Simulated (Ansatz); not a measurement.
# CoSi (P2_13): phonon-mediated transition temperature, part 2 of 2

What Tc do the phonons of CoSi (P2_13) give, and how does it depend on μ*? The cell shown first is a relaxed one, from steps not shown here.

Ansatz 0.2.0; DFT PBE, scalar-relativistic, plane waves, PAW; PAW set soft_1.

So far, log mean phonon energy ħω_log (meV): step 2 (resistivity: q 2×2×2, k 6×6×6, scattering 8×8×8) 28.4; step 3 (scattering mesh 12×12×12) 27.3.

### Step 4. Electron–phonon run: q 3×3×3, k 9×9×9, scattering 12×12×12

The next rung changes the q mesh, which sets the reach of the force constants and couplings; the k mesh of the density and its response.

input.yaml

```yaml
crystal:
  lattice:
    - [4.4307009609, 0.0, 0.0]
    - [0.0, 4.4307009609, 0.0]
    - [0.0, 0.0, 4.4307009609]
  atoms:
    - { symbol: Co, position: [0.1450346412, 0.1450346412, 0.1450346412] }
    - { symbol: Co, position: [0.3549653588, 0.8549653588, 0.6450346412] }
    - { symbol: Co, position: [0.6450346412, 0.3549653588, 0.8549653588] }
    - { symbol: Co, position: [0.8549653588, 0.6450346412, 0.3549653588] }
    - { symbol: Si, position: [0.8431621294, 0.8431621294, 0.8431621294] }
    - { symbol: Si, position: [0.6568378706, 0.1568378706, 0.3431621294] }
    - { symbol: Si, position: [0.3431621294, 0.6568378706, 0.1568378706] }
    - { symbol: Si, position: [0.1568378706, 0.3431621294, 0.6568378706] }
kpoints:
  mp_grid: { grid: [9, 9, 9] }
hamiltonian:
  xc: pbe
  pseudopotentials: { kind: paw, azcp: { folder: soft_1 } }
scf:
  occupations: { method: methfessel_paxton, width: 0.2 }
output:
  eigenvalues: true
phonons:
  method: dfpt
  qmesh: [3, 3, 3]
  temperatures: { t_max: 1000, t_step: 50 }
  qpath:
    path:
      - [[0.0, 0.0, 0.0], [0.0, 0.5, 0.0], [0.5, 0.5, 0.0], [0.0, 0.0, 0.0], [0.5, 0.5, 0.5], [0.0, 0.5, 0.0]]
      - [[0.5, 0.5, 0.5], [0.5, 0.5, 0.0], [0.5, 0.0, 0.0]]
    npoints: 6
  electrical_resistivity:
    mesh: [12, 12, 12]
    temperatures: [20.0, 50.0, 80.0, 100.0, 150.0, 200.0, 273.0, 300.0, 400.0, 500.0, 600.0, 800.0]
  superconductivity: { mesh: [12, 12, 12] }
```

On the command line:

```bash
$ ansatz run input.yaml --threads 16 --pin off --max-ram 92160MiB --backend cuda --events-out ev --progress --plain --runs-dir out --max-vram 78GiB
```

Numbers of over 12 decimals in the logs are rounded to 6 here.

Log:

```text
[...]
Crystal: 8 atoms, lattice volume = 86.980 Å³
Basis set: ecut = 420 eV, 1743 PW (Γ), exchange–correlation on 60×60×60 points (8 copies of the dense FFT grid, shifted against one another)
Bands: 51, of which v1, the nominal top of the filled ones, is band 42 counted from 1 (41 counted from 0)
Symmetry: 12 space group operations
k-points: 45 of 729 (time reversal used)
[...]
SCF iter   1: F=—  HF=-23054.346821 eV  |F-HF|=—  |Δ(HF+E_count)|=         —  Δρ=1.14e-1  dr2=1.11e1  ethr=3.10e-3  ⟨swp⟩=7.4  Hψ=9148  notcnv=0
[...]
SCF iter   2: F=—  HF=-23053.454156 eV  |F-HF|=—  |Δ(HF+E_count)|=   8.93e-1  S|Δr|=    0.00e0  Δρ=5.32e-2  dr2=3.21e0  ethr=3.10e-3  ⟨swp⟩=3.0  Hψ=4087  notcnv=0  defer=91
[...]
SCF iter  11: F=-23052.699895 eV  HF=-23052.699895 eV  |F-HF|=1.09e-11  |Δ(HF+E_count)|=  6.91e-11  S|Δr|=    0.00e0  Δρ=7.19e-8  dr2=3.06e-12  ethr=1.00e-12  ⟨swp⟩=12.3  Hψ=13109  notcnv=0
SCF 1 converged in 11 iterations: F = -23052.699895 eV  dr2 = 3.06e-12
[...]
SCF iter   2: F=—  HF=-23052.699895 eV  |F-HF|=—  |Δ(HF+E_count)|=   5.37e-4  S|Δr|=    0.00e0  Δρ=5.45e-7  dr2=2.49e-10  ethr=2.00e-12  ⟨swp⟩=4.1  Hψ=7577  notcnv=0
[...]
SCF iter   8: F=-23052.699895 eV  HF=-23052.699895 eV  |F-HF|=0.00e0  |Δ(HF+E_count)|=  3.64e-12  S|Δr|=    0.00e0  Δρ=6.78e-8  dr2=4.55e-12  ethr=1.00e-12  ⟨swp⟩=2.1  Hψ=3422  notcnv=0
SCF 2 converged in 8 iterations: F = -23052.699895 eV  dr2 = 4.55e-12
[...]
SCF 3 converged in 11 iterations: F = -23052.699895 eV  dr2 = 3.06e-12
[...]
SCF converged after 11 iterations
[...]
vibrations of 27 cells: unjudged by the run; compare a larger repeat
[...]
--- Superconductivity: potentials and phonons of a 3×3×3 supercell ---
           mesh         λ    ħω_log (meV)  μ* declared at (meV)
       12×12×12    0.0761          27.563               31.642
          6×6×6    0.0801          28.763               32.490
          3×3×3    0.0796          28.705               31.945
  λ by the species' shares of the modes' patterns: Co 0.0481, Si 0.0280
[...]
0.08          -             -    none_found    none_found    none_found    none_found     none_found
      0.10          -             -    none_found    none_found    none_found    none_found     none_found
      0.12          -             -    none_found    none_found    none_found    none_found     none_found
      0.13          -             -    none_found    none_found    none_found    none_found     none_found
      0.14          -             -    none_found    none_found    none_found    none_found     none_found
      0.16          -             -    none_found    none_found    none_found    none_found     none_found
      0.20          -             -    none_found    none_found    none_found    none_found     none_found
  none_found: no transition down to 0.1 K
[...]
vibrations of 27 cells: unjudged by the run; compare a larger repeat
[...]
```

It took 2.4 min on 1 × NVIDIA GB200 with 16 threads of Arm Neoverse V2, shared host; peak memory 9.1 GiB.

Numbers from this step:

| Property | Result |
| --- | --- |
| zero-point energy | 0.4105 eV/cell |
| highest frequency, solved or plainly interpolated | 441.9 cm⁻¹ |
| Debye temperature (second moment) | 540 K |
| resistivity at 300 K | 60.26 μΩ cm |
| coupling constant λ | 0.0761 |
| density of states at the Fermi level | 0.8188 states/eV a spin and cell |
| log mean phonon energy ħω_log | 27.56 meV |
| transport coupling constant λ_tr | 0.07681, 0.07681, 0.07681 (xx, yy, zz) |
| Drude plasma energy | 0.9111, 0.9111, 0.9111 eV (xx, yy, zz) |
| second-moment phonon energy ħω₂ | 31.64 meV |

Transition temperatures:

```tsv
μ*
0.08
0.1
0.12
0.13
0.14
0.16
0.2
```

The Eliashberg function α²F has structure finer than the step of the table below, so its rows give means over 2.5 meV, whole bins alone (the curve runs from 0.212 to 54.1 meV). Peaks (meV: height): α²F 21.44: 0.0394, 23.14: 0.067, 25.68: 0.105, 28.23: 0.136, 30.35: 0.150, 40.96: 0.139, 44.36: 0.038; α²F tr 21.44: 0.0638, 23.14: 0.114, 24.41: 0.0957, 28.23: 0.0776, 30.35: 0.117, 40.96: 0.103, 44.36: 0.05.

The Eliashberg function α²F by phonon energy; means over each step:

```tsv
phonon energy (meV)	α²F	α²F tr
2.5	1.4e-4	7.9e-5
5.0	0.00105	7.3e-4
7.5	0.00224	0.00215
10.0	0.00251	0.00208
12.5	0.00200	0.00150
15.0	0.00151	0.00167
17.5	0.00181	0.00206
20.0	0.0123	0.0194
22.5	0.0381	0.0629
25.0	0.0696	0.0685
27.5	0.0586	0.0373
30.0	0.0589	0.0462
32.5	0.0241	0.0367
35.0	0.0125	0.0148
37.5	0.0191	0.0105
40.0	0.0477	0.0322
42.5	0.0208	0.0259
45.0	0.0258	0.0292
47.5	0.00367	0.00208
50.0	0.00297	0.00453
52.5	0.0234	0.0228
```

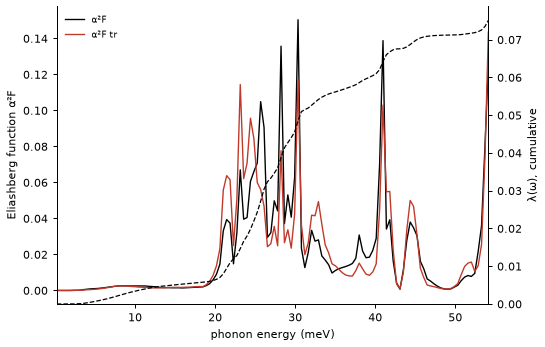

Eliashberg function α²F, plotted against phonon energy. The dashed line is the running λ.

The Eliashberg function α²F has structure finer than the step of the table below, so its rows give means over 5 meV, whole bins alone (the curve runs from 0.212 to 54.1 meV). Peaks (meV: height): α²F 21.4: 0.0394, 23.1: 0.067, 25.7: 0.105, 28.2: 0.136, 30.4: 0.150, 41.0: 0.139, 44.4: 0.038; Co 21.4: 0.0348, 23.1: 0.0604, 25.7: 0.0803, 28.2: 0.0951, 30.4: 0.126, 32.0: 0.0274, 41.0: 0.0319; Si 25.7: 0.0247, 28.2: 0.0406, 30.4: 0.0241, 41.0: 0.107, 44.4: 0.0315.

Table of Eliashberg function α²F by phonon energy; means over each step:

```tsv
phonon energy (meV)	α²F	Co	Si
5	0.00108	7.3e-4	3.4e-4
10	0.00245	0.00170	7.5e-4
15	0.00160	0.00116	4.3e-4
20	0.0145	0.0126	0.00182
25	0.0566	0.0462	0.0105
30	0.0545	0.0424	0.0121
35	0.0157	0.00626	0.00943
40	0.0381	0.00993	0.0282
45	0.0163	0.00238	0.0139
50	0.00409	5.3e-4	0.00355
```

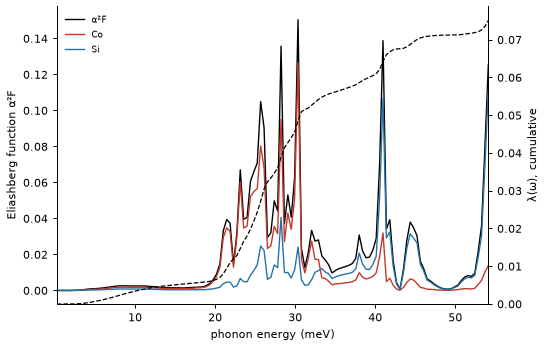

Eliashberg function α²F, plotted against phonon energy. The dashed line is the running λ.

### Step 5. What came out

| Property | Result |
| --- | --- |
| meshes | q 3×3×3, k 9×9×9, scattering 12×12×12 |
| coupling constant λ | 0.0761 |
| log mean phonon energy ħω_log | 27.6 meV |

In words: In the last run (PBE, q 3×3×3, k 9×9×9, scattering 12×12×12), with λ = 0.076 and ħω_log = 27.6 meV, Tc at μ* = 0.13 is under 1 mK by the formulas. In that run Allen and Dynes's formula gives no transition above 0.05 K at μ* = 0.10 or more. By the run's own test λ is not converged in the fine mesh: it moves by 5 % between the two finest, and by up to 2883 % in the other runs. The run's transport test calls it not converged in the mesh; ρ(300 K) moves by 12 % in the component that moves most. The runs are not spin-polarised; where the real material orders magnetically, these values do not describe it. Over the runs, λ takes the values 0.0937, 0.0726 and 0.0761, in the order shown. μ* is a typed number, phonons are harmonic, and spin fluctuations are left out; with λ this near or under μ*(1 + 0.62 λ), the formulas give Tc only to its order of magnitude, or none.

[Logs are printed without paths, hosts, clocks, repeated set-up lines and the standing remarks that a program may print on its own settings, such as how far it seeks lower states.]

[Hosts, paths, dates, database ids (printed as entryN), source tags and the programs' standing remarks are cut or masked in the printed files.]
